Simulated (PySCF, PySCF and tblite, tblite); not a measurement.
# C₅H₁₁NS: a path driven as rotation about a bond, and NMR exchange

Aim: the barrier and rate of rotation about a bond in C₅H₁₁NS (`CC(C)N(C)C=S`), and what it does to NMR lines.

Programs: PySCF 2.14.0 with density-fitted response routines of our own, and tblite 0.8.0. All values are computed, except where a source is named. Atoms count from 0 throughout.

### 1 The starting structure

18 atoms, charge 0, multiplicity 1; geometry from: force field or distance geometry start.

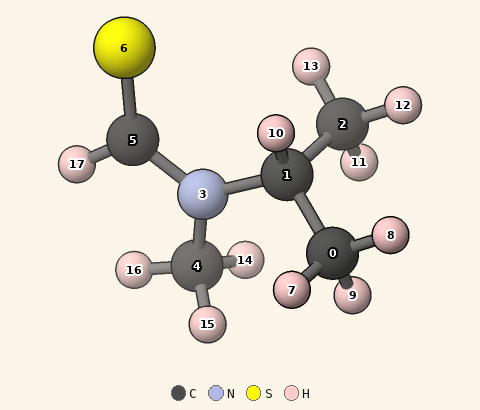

The starting geometry (carbon dark grey, nitrogen light blue, sulfur yellow, hydrogen pink), atoms numbered.

### 2 GFN2-xTB relaxation, start minimum

Job settings and geometry (Å):

```
{"job": {"xc": "GFN2-xTB", "basis": "xTB", "kind": "relax"}, "charge": 0, "multiplicity": 1}
C     -1.294900     1.259100    -0.179300
C     -0.571600     0.116000     0.502200
C     -1.250400    -1.225600     0.222800
N      0.873200     0.056600     0.151900
C      1.248700     0.217600    -1.232100
C      1.857800    -0.354900     1.056500
S      1.691800    -0.770600     2.662900
H     -0.792300     2.219900     0.015300
H     -2.323800     1.339700     0.199700
H     -1.365300     1.117200    -1.258100
H     -0.650700     0.293000     1.586700
H     -1.258900    -1.452900    -0.850000
H     -2.307400    -1.196800     0.563600
H     -0.756100    -2.050300     0.731000
H      0.685300    -0.480400    -1.852600
H      1.023800     1.244300    -1.538400
H      2.319000     0.043800    -1.389900
H      2.863100    -0.369100     0.596300
```

On the command line:

```
$ OMP_NUM_THREADS=1 python ens_run.py task.json out
```

One launch serves the whole session.

Output:

```text
step      E/eV     max force
  0    -611.64767    2.328
  1    -611.76639    0.892
  2    -611.79680    0.476
  3    -611.81940    0.381
  4    -611.83240    0.427
  5    -611.84708    0.353
  6    -611.85641    0.265
  7    -611.86550    0.209
  8    -611.87062    0.175
  9    -611.87387    0.152
 10    -611.87636    0.146
 11    -611.87905    0.142
 12    -611.88165    0.124
 13    -611.88364    0.088
 14    -611.88493    0.089
 15    -611.88582    0.069
 16    -611.88642    0.063
 17    -611.88680    0.053
 18    -611.88711    0.050
 19    -611.88744    0.045
 20    -611.88782    0.054
 21    -611.88818    0.050
 22    -611.88848    0.047
 23    -611.88876    0.048
 24    -611.88899    0.040
 25    -611.88916    0.029
 26    -611.88926    0.023
 27    -611.88935    0.024
 28    -611.88945    0.032
 29    -611.88959    0.043
 30    -611.88974    0.037
 31    -611.88986    0.026
 32    -611.88996    0.026
 33    -611.89009    0.032
 34    -611.89024    0.042
 35    -611.89038    0.034
 36    -611.89048    0.021
 37    -611.89057    0.023
 38    -611.89066    0.024
 39    -611.89074    0.022
 40    -611.89083    0.018
 41    -611.89093    0.027
 42    -611.89107    0.030
 43    -611.89123    0.033
 44    -611.89137    0.024
 45    -611.89150    0.025
 46    -611.89161    0.022
 47    -611.89170    0.022
 48    -611.89176    0.015
 49    -611.89180    0.014
 50    -611.89183    0.016
 51    -611.89186    0.014
 52    -611.89190    0.014
 53    -611.89193    0.014
 54    -611.89196    0.016
 55    -611.89199    0.017
 56    -611.89206    0.027
 57    -611.89217    0.035
 58    -611.89231    0.031
 59    -611.89244    0.031
 60    -611.89256    0.030
 61    -611.89270    0.029
 62    -611.89283    0.029
 63    -611.89294    0.022
 64    -611.89301    0.017
 65    -611.89307    0.016
 66    -611.89311    0.016
 67    -611.89315    0.011
 68    -611.89317    0.010
 69    -611.89319    0.010
 70    -611.89321    0.011
 71    -611.89323    0.011
 72    -611.89325    0.012
 73    -611.89329    0.013
 74    -611.89333    0.015
 75    -611.89337    0.016
 76    -611.89341    0.012
 77    -611.89344    0.013
 78    -611.89348    0.015
 79    -611.89351    0.014
 80    -611.89354    0.011
 81    -611.89356    0.008
 82    -611.89357    0.006
 83    -611.89358    0.006
 84    -611.89359    0.007
 85    -611.89359    0.006
 86    -611.89360    0.006
 87    -611.89360    0.006
 88    -611.89361    0.006
 89    -611.89362    0.007
 90    -611.89362    0.005
 91    -611.89363    0.006
 92    -611.89363    0.006
 93    -611.89364    0.010
 94    -611.89366    0.010
 95    -611.89368    0.012
 96    -611.89371    0.017
 97    -611.89375    0.020
 98    -611.89379    0.019
 99    -611.89382    0.013
100    -611.89383    0.008
101    -611.89384    0.008
102    -611.89385    0.010
103    -611.89386    0.011
104    -611.89387    0.008
105    -611.89389    0.008
106    -611.89390    0.009
107    -611.89391    0.015
108    -611.89393    0.017
109    -611.89394    0.010
110    -611.89395    0.006
111    -611.89396    0.007
112    -611.89397    0.011
113    -611.89398    0.012
114    -611.89399    0.009
115    -611.89399    0.005
116    -611.89400    0.005
117    -611.89400    0.006
118    -611.89401    0.006
119    -611.89402    0.005
120    -611.89402    0.005
121    -611.89403    0.004
122    -611.89403    0.004
123    -611.89403    0.003
124    -611.89403    0.003
```

It took 0.77 s on 1 thread of Arm Neoverse V1, shared host.

Relaxing gained 0.246 eV and moved the atoms by 0.15 Å on average (rms).

### 3 Relaxed scan, rotation

Job settings and geometry (Å):

```
{"job": {"xc": "GFN2-xTB", "basis": "xTB", "coordinate": [["t", [0, 1, 3, 4], 0.16666666666666666], ["t", [0, 1, 3, 5], 0.16666666666666666], ["t", [2, 1, 3, 4], 0.16666666666666666], ["t", [2, 1, 3, 5], 0.16666666666666666], ["t", [10, 1, 3, 4], 0.16666666666666666], ["t", [10, 1, 3, 5], 0.16666666666666666]], "kind": "drive"}, "charge": 0, "multiplicity": 1}
C     -1.243987     1.260743    -0.106002
C     -0.548354     0.049650     0.507201
C     -1.253166    -1.254559     0.134556
N      0.859514    -0.003471     0.137821
C      1.214717     0.151312    -1.250565
C      1.794739    -0.210122     1.062706
S      1.553053    -0.415922     2.668083
H     -0.690694     2.170622     0.114635
H     -2.238135     1.354949     0.322067
H     -1.346605     1.158730    -1.183820
H     -0.557025     0.148226     1.598798
H     -1.306570    -1.382313    -0.944580
H     -2.265412    -1.247095     0.528239
H     -0.722732    -2.100618     0.564562
H      0.574996    -0.474090    -1.873851
H      1.106080     1.191570    -1.568103
H      2.249346    -0.150725    -1.403077
H      2.811475    -0.240569     0.679673
```

Output:

```text
point  coordinate     E/eV
  0     -1.400     -611.88215
  1     13.200     -611.83378
  2     27.900     -611.74320
  3     43.100     -611.64791
  4     58.500     -611.57832
  5     74.000     -611.57209
  6     89.200     -611.60889
  7    104.300     -611.65848
```

Run time: 2.6 s. Hardware: 1 thread of Arm Neoverse V1, shared host.

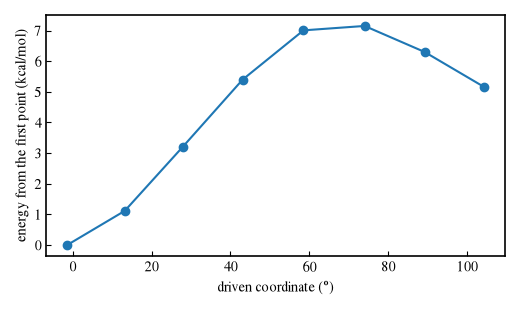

Energy along the scan.

### 4 Nudged elastic band, leg 1

The job, as its differences from that of step 3:

```diff
@@ -1,2 +1,2 @@
-{"job": {"xc": "GFN2-xTB", "basis": "xTB", "coordinate": [["t", [0, 1, 3, 4], 0.16666666666666666], ["t", [0, 1, 3, 5], 0.16666666666666666], ["t", [2, 1, 3, 4], 0.16666666666666666], ["t", [2, 1, 3, 5], 0.16666666666666666], ["t", [10, 1, 3, 4], 0.16666666666666666], ["t", [10, 1, 3, 5], 0.16666666666666666]], "kind": "drive"}, "charge": 0, "multiplicity": 1}
+{"job": {"xc": "GFN2-xTB", "basis": "xTB", "kind": "neb"}, "charge": 0, "multiplicity": 1}
 C     -1.243987     1.260743    -0.106002
```

Output:

```text
image   E - E0 / eV
  0       0.0000
  1       0.0619
  2       0.2399
  3       0.3308
  4       0.2615
  5       0.1464
  6       0.0750
```

Wall time 1.9 s (1 thread of Arm Neoverse V1, shared host).

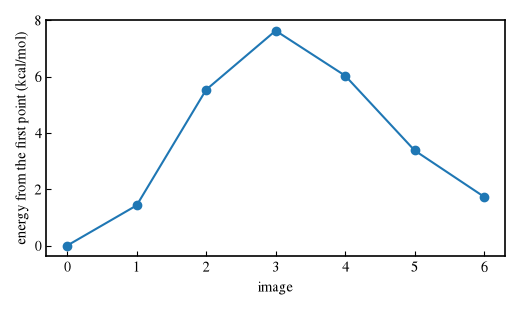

Energy along the band.

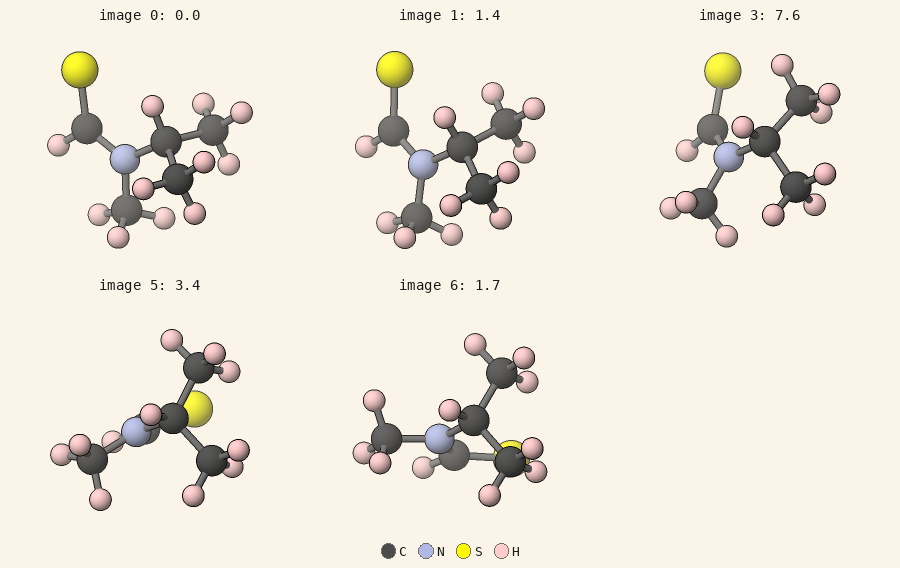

Images along the band, with energies in kcal/mol.

### 5 Saddle search, leg 1

Job settings and geometry (Å):

```
{"job": {"xc": "GFN2-xTB", "basis": "xTB", "kind": "saddle"}, "charge": 0, "multiplicity": 1}
C     -1.352726     0.767085    -0.758575
C     -0.536782     0.215131     0.416506
C     -1.277678    -0.994739     0.973730
N      0.834755    -0.080026    -0.013978
C      1.446584     0.945835    -0.835405
C      1.628760    -1.056948     0.433936
S      1.441697    -2.173695     1.614182
H     -1.002339     1.739307    -1.091871
H     -2.386583     0.879466    -0.444257
H     -1.327674     0.070282    -1.593684
H     -0.479473     0.990592     1.197020
H     -1.268470    -1.807938     0.252341
H     -2.309227    -0.714450     1.171139
H     -0.835657    -1.347733     1.897809
H      1.004883     0.976248    -1.831882
H      1.323629     1.922831    -0.361418
H      2.511903     0.750405    -0.938756
H      2.584398    -1.081652    -0.086838
```

Output:

```text
step      E/eV     max force
  0    -611.56324   0.0370
  1    -611.56822   0.0987
  2    -611.56658   0.0289
  3    -611.56856   0.0417
  4    -611.56870   0.0411
  5    -611.56874   0.0022
lowest wavenumbers (cm-1): -59.2 157.2 187.8 205.6 235.5 260.7
```

Run time: 3.2 s. Hardware: 1 thread of Arm Neoverse V1, shared host.

Point group C1; 1 imaginary mode, 59i cm⁻¹, carried by C0, C2, S6. Steps downhill from it reached both ends.

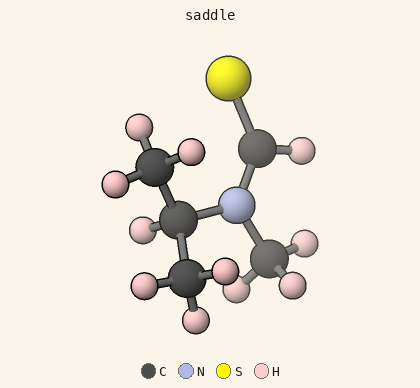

The saddle point.

### 6 Shieldings, start: PBE/pcSseg-1

Job settings and geometry (Å):

```
{"job": {"kind": "nmr", "xc": "PBE", "basis": "pcSseg-1", "pop": false}, "charge": 0, "multiplicity": 1}
C     -1.243987     1.260743    -0.106002
C     -0.548354     0.049650     0.507201
C     -1.253166    -1.254559     0.134556
N      0.859514    -0.003471     0.137821
C      1.214717     0.151312    -1.250565
C      1.794739    -0.210122     1.062706
S      1.553053    -0.415922     2.668083
H     -0.690694     2.170622     0.114635
H     -2.238135     1.354949     0.322067
H     -1.346605     1.158730    -1.183820
H     -0.557025     0.148226     1.598798
H     -1.306570    -1.382313    -0.944580
H     -2.265412    -1.247095     0.528239
H     -0.722732    -2.100618     0.564562
H      0.574996    -0.474090    -1.873851
H      1.106080     1.191570    -1.568103
H      2.249346    -0.150725    -1.403077
H      2.811475    -0.240569     0.679673
```

Output:

```text
coarse grid: 14936 points
cycle   1  E = -649.3769482798  dE =  5.912e-01  |g| = 5.947e-01  |ddm| = 3.727e+00
cycle   2  E = -649.1295868617  dE =  2.474e-01  |g| = 1.112e+00  |ddm| = 1.944e+00
cycle   3  E = -649.4313204920  dE = -3.017e-01  |g| = 4.242e-01  |ddm| = 1.592e+00
cycle   4  E = -649.4797678837  dE = -4.845e-02  |g| = 7.941e-02  |ddm| = 5.435e-01
cycle   5  E = -649.4810655702  dE = -1.298e-03  |g| = 4.602e-02  |ddm| = 1.296e-01
cycle   6  E = -649.4815643771  dE = -4.988e-04  |g| = 1.052e-02  |ddm| = 4.419e-02
cycle   7  E = -649.4815890724  dE = -2.470e-05  |g| = 3.568e-03  |ddm| = 1.532e-02
cycle   8  E = -649.4815924074  dE = -3.335e-06  |g| = 5.290e-04  |ddm| = 4.607e-03
final grid: 137872 points
cycle   9  E = -649.5409893405  dE = -4.943e-05  |g| = 1.864e-02  |ddm| = 5.557e-02
cycle  10  E = -649.5404533801  dE =  5.360e-04  |g| = 4.657e-02  |ddm| = 6.639e-02
cycle  11  E = -649.5410443642  dE = -5.910e-04  |g| = 1.155e-02  |ddm| = 6.224e-02
cycle  12  E = -649.5410799205  dE = -3.556e-05  |g| = 1.211e-03  |ddm| = 1.122e-02
cycle  13  E = -649.5410804295  dE = -5.090e-07  |g| = 3.242e-04  |ddm| = 2.252e-03
cycle  14  E = -649.5410804500  dE = -2.048e-08  |g| = 1.191e-04  |ddm| = 3.610e-04
cycle  15  E = -649.5410804528  dE = -2.798e-09  |g| = 4.583e-05  |ddm| = 1.263e-04
cycle  16  E = -649.5410804533  dE = -5.091e-10  |g| = 9.571e-06  |ddm| = 5.035e-05
converged SCF energy = -649.5410804533

GIAO shielding tensors (ppm)
atom      isotropic    diamagn.    paramagn.     s11        s22        s33       span
  0 C      161.355     248.607     -87.252    146.597    153.763    183.705     37.108
  1 C      134.303     246.912    -112.609    102.230    143.747    156.931     54.700
  2 C      163.852     247.998     -84.146    143.084    161.093    187.380     44.296
  3 N       76.036     331.186    -255.150    -78.987    143.933    163.162    242.148
  4 C      144.513     247.721    -103.208    121.168    131.953    180.419     59.251
  5 C       -1.465     251.591    -253.057   -131.766     31.552     95.817    227.582
  6 S      169.484    1057.688    -888.204   -350.911    151.511    707.852   1058.762
  7 H       30.509      31.009      -0.500     26.471     27.848     37.207     10.736
  8 H       30.383      30.040       0.342     26.314     27.874     36.960     10.646
  9 H       30.431      31.764      -1.334     26.904     29.591     34.797      7.893
 10 H       25.358      32.013      -6.655     20.111     24.289     31.675     11.563
 11 H       30.523      31.508      -0.984     26.434     29.958     35.178      8.744
 12 H       30.686      30.128       0.557     26.758     27.866     37.432     10.674
 13 H       30.468      30.731      -0.263     25.568     29.099     36.738     11.170
 14 H       28.511      31.486      -2.975     23.824     28.036     33.672      9.847
 15 H       28.482      30.628      -2.147     24.047     26.979     34.420     10.373
 16 H       28.671      30.535      -1.864     25.231     27.393     33.388      8.157
 17 H       22.551      29.577      -7.026     17.812     20.470     29.372     11.560
```

It took 40 s on 1 thread of Arm Neoverse V1, shared host; peak memory 0.71 GiB.

This run: HOMO -4.66 eV, LUMO -1.49 eV; dipole 4.81 D.

### 7 Shieldings, saddle of leg 1: PBE/pcSseg-1

Job settings and geometry (Å):

```
{"job": {"kind": "nmr", "xc": "PBE", "basis": "pcSseg-1", "pop": false}, "charge": 0, "multiplicity": 1}
C     -1.348687     0.786799    -0.739944
C     -0.532570     0.212036     0.423756
C     -1.279404    -1.000645     0.968939
N      0.840033    -0.080493    -0.009009
C      1.438122     0.932031    -0.856731
C      1.639625    -1.049115     0.445537
S      1.422229    -2.217645     1.568798
H     -0.984006     1.753742    -1.073117
H     -2.376796     0.919313    -0.414157
H     -1.346153     0.094499    -1.578767
H     -0.468269     0.975373     1.216003
H     -1.244616    -1.820338     0.255986
H     -2.318741    -0.728173     1.135345
H     -0.861336    -1.342379     1.908357
H      1.027223     0.893866    -1.866910
H      1.260141     1.924022    -0.436217
H      2.513388     0.778227    -0.919784
H      2.619816    -1.031121    -0.028087
```

Output:

```text
coarse grid: 14936 points
cycle   1  E = -649.3561992695  dE =  5.983e-01  |g| = 6.094e-01  |ddm| = 3.743e+00
cycle   2  E = -649.0702245352  dE =  2.860e-01  |g| = 1.174e+00  |ddm| = 2.085e+00
cycle   3  E = -649.4120029074  dE = -3.418e-01  |g| = 4.369e-01  |ddm| = 1.726e+00
cycle   4  E = -649.4637762180  dE = -5.177e-02  |g| = 7.731e-02  |ddm| = 5.622e-01
cycle   5  E = -649.4651273517  dE = -1.351e-03  |g| = 4.001e-02  |ddm| = 1.289e-01
cycle   6  E = -649.4654985615  dE = -3.712e-04  |g| = 1.215e-02  |ddm| = 4.066e-02
cycle   7  E = -649.4655308916  dE = -3.233e-05  |g| = 3.584e-03  |ddm| = 1.550e-02
cycle   8  E = -649.4655341066  dE = -3.215e-06  |g| = 6.033e-04  |ddm| = 4.228e-03
final grid: 137872 points
cycle   9  E = -649.5247585310  dE = -4.670e-05  |g| = 1.798e-02  |ddm| = 5.515e-02
cycle  10  E = -649.5243036792  dE =  4.549e-04  |g| = 4.316e-02  |ddm| = 6.151e-02
cycle  11  E = -649.5248045663  dE = -5.009e-04  |g| = 1.187e-02  |ddm| = 5.895e-02
cycle  12  E = -649.5248426981  dE = -3.813e-05  |g| = 1.078e-03  |ddm| = 1.195e-02
cycle  13  E = -649.5248430903  dE = -3.922e-07  |g| = 3.613e-04  |ddm| = 2.133e-03
cycle  14  E = -649.5248431168  dE = -2.650e-08  |g| = 1.147e-04  |ddm| = 3.598e-04
cycle  15  E = -649.5248431196  dE = -2.858e-09  |g| = 3.995e-05  |ddm| = 1.278e-04
cycle  16  E = -649.5248431200  dE = -3.761e-10  |g| = 8.744e-06  |ddm| = 4.290e-05
converged SCF energy = -649.5248431200

GIAO shielding tensors (ppm)
atom      isotropic    diamagn.    paramagn.     s11        s22        s33       span
  0 C      155.196     249.793     -94.598    136.067    149.870    179.651     43.584
  1 C      122.394     244.834    -122.440    103.134    110.535    153.514     50.380
  2 C      155.771     246.277     -90.506    144.600    152.065    170.648     26.048
  3 N       83.855     330.177    -246.322    -61.980    144.198    169.348    231.328
  4 C      135.975     246.795    -110.820    109.308    124.049    174.568     65.260
  5 C       -7.855     250.727    -258.582   -142.757     28.305     90.889    233.646
  6 S       94.445    1057.377    -962.932   -487.142    139.496    630.980   1118.122
  7 H       29.964      31.641      -1.678     25.401     29.293     35.197      9.796
  8 H       30.665      30.696      -0.030     26.380     29.150     36.466     10.086
  9 H       30.467      31.762      -1.295     27.976     28.330     35.096      7.120
 10 H       27.769      31.507      -3.738     25.047     26.452     31.808      6.761
 11 H       30.163      30.744      -0.581     26.479     29.431     34.578      8.099
 12 H       30.678      30.103       0.575     25.965     29.817     36.253     10.289
 13 H       26.588      29.843      -3.255     18.226     27.879     33.659     15.433
 14 H       28.241      30.645      -2.404     23.784     27.340     33.598      9.813
 15 H       28.774      30.362      -1.588     25.327     26.719     34.276      8.949
 16 H       28.508      30.351      -1.843     25.056     27.560     32.907      7.851
 17 H       22.072      29.535      -7.463     16.260     19.742     30.213     13.953
```

Wall time 39 s (1 thread of Arm Neoverse V1, shared host); peak memory 0.7 GiB.

This run: HOMO -4.44 eV, LUMO -1.52 eV; dipole 4.88 D.

### 8 Shieldings, end: PBE/pcSseg-1

Job settings and geometry (Å):

```
{"job": {"kind": "nmr", "xc": "PBE", "basis": "pcSseg-1", "pop": false}, "charge": 0, "multiplicity": 1}
C     -1.479437    -0.013357    -1.052410
C     -0.601444     0.314035     0.153759
C     -1.065877    -0.421568     1.409171
N      0.809350     0.044146    -0.128576
C      1.683557     1.191185    -0.087154
C      1.297392    -1.160912    -0.413681
S      0.505676    -2.589505    -0.514599
H     -1.113908     0.499819    -1.939432
H     -2.498731     0.308221    -0.858002
H     -1.480330    -1.082019    -1.242333
H     -0.663590     1.391851     0.342779
H     -1.053105    -1.494683     1.246766
H     -2.079284    -0.117019     1.655013
H     -0.416422    -0.186540     2.249757
H      1.370282     1.933507    -0.825937
H      1.656021     1.652769     0.903300
H      2.707666     0.894444    -0.304425
H      2.369495    -1.167246    -0.599565
```

Output:

```text
coarse grid: 14936 points
cycle   1  E = -649.3693890585  dE =  5.970e-01  |g| = 6.065e-01  |ddm| = 3.731e+00
cycle   2  E = -649.1027068421  dE =  2.667e-01  |g| = 1.145e+00  |ddm| = 1.994e+00
cycle   3  E = -649.4261455829  dE = -3.234e-01  |g| = 4.282e-01  |ddm| = 1.647e+00
cycle   4  E = -649.4756521702  dE = -4.951e-02  |g| = 7.892e-02  |ddm| = 5.509e-01
cycle   5  E = -649.4770257330  dE = -1.374e-03  |g| = 4.140e-02  |ddm| = 1.302e-01
cycle   6  E = -649.4774194098  dE = -3.937e-04  |g| = 1.210e-02  |ddm| = 4.227e-02
cycle   7  E = -649.4774522119  dE = -3.280e-05  |g| = 3.658e-03  |ddm| = 1.611e-02
cycle   8  E = -649.4774553250  dE = -3.113e-06  |g| = 6.860e-04  |ddm| = 3.943e-03
final grid: 137872 points
cycle   9  E = -649.5358828022  dE = -2.211e-05  |g| = 1.751e-02  |ddm| = 4.536e-02
cycle  10  E = -649.5354097690  dE =  4.730e-04  |g| = 4.373e-02  |ddm| = 6.280e-02
cycle  11  E = -649.5359320941  dE = -5.223e-04  |g| = 1.085e-02  |ddm| = 5.852e-02
cycle  12  E = -649.5359633237  dE = -3.123e-05  |g| = 1.009e-03  |ddm| = 1.050e-02
cycle  13  E = -649.5359636783  dE = -3.546e-07  |g| = 3.363e-04  |ddm| = 1.976e-03
cycle  14  E = -649.5359637011  dE = -2.282e-08  |g| = 9.935e-05  |ddm| = 3.110e-04
cycle  15  E = -649.5359637033  dE = -2.194e-09  |g| = 3.494e-05  |ddm| = 1.178e-04
cycle  16  E = -649.5359637036  dE = -3.006e-10  |g| = 7.848e-06  |ddm| = 4.004e-05
converged SCF energy = -649.5359637036

GIAO shielding tensors (ppm)
atom      isotropic    diamagn.    paramagn.     s11        s22        s33       span
  0 C      166.904     246.792     -79.888    143.299    167.604    189.809     46.510
  1 C      120.101     245.530    -125.430     99.868    105.809    154.624     54.757
  2 C      166.992     246.769     -79.778    143.527    167.770    189.678     46.151
  3 N       79.993     331.473    -251.481    -61.262    127.500    173.741    235.003
  4 C      134.934     246.171    -111.237     98.165    126.335    180.304     82.139
  5 C       -3.101     252.583    -255.684   -133.067     26.393     97.370    230.437
  6 S      119.947    1058.380    -938.433   -423.230    126.644    656.426   1079.655
  7 H       30.704      30.683       0.021     26.632     28.653     36.827     10.195
  8 H       30.995      29.919       1.076     26.736     28.759     37.491     10.756
  9 H       27.352      30.262      -2.909     20.172     29.197     32.688     12.515
 10 H       28.372      33.586      -5.214     25.121     28.596     31.399      6.278
 11 H       27.338      30.252      -2.915     20.121     29.170     32.723     12.602
 12 H       31.002      29.915       1.087     26.730     28.777     37.498     10.768
 13 H       30.701      30.669       0.031     26.626     28.642     36.834     10.208
 14 H       28.411      30.015      -1.604     24.352     26.727     34.153      9.801
 15 H       28.421      30.024      -1.603     24.364     26.748     34.152      9.789
 16 H       28.438      29.965      -1.527     24.976     27.108     33.229      8.253
 17 H       22.381      30.117      -7.736     17.193     20.379     29.572     12.379
```

Wall time 40 s (1 thread of Arm Neoverse V1, shared host); peak memory 0.72 GiB.

Key values: HOMO -4.58 eV, LUMO -1.53 eV; dipole 4.74 D.

(Part 1 of 2 ends here.)
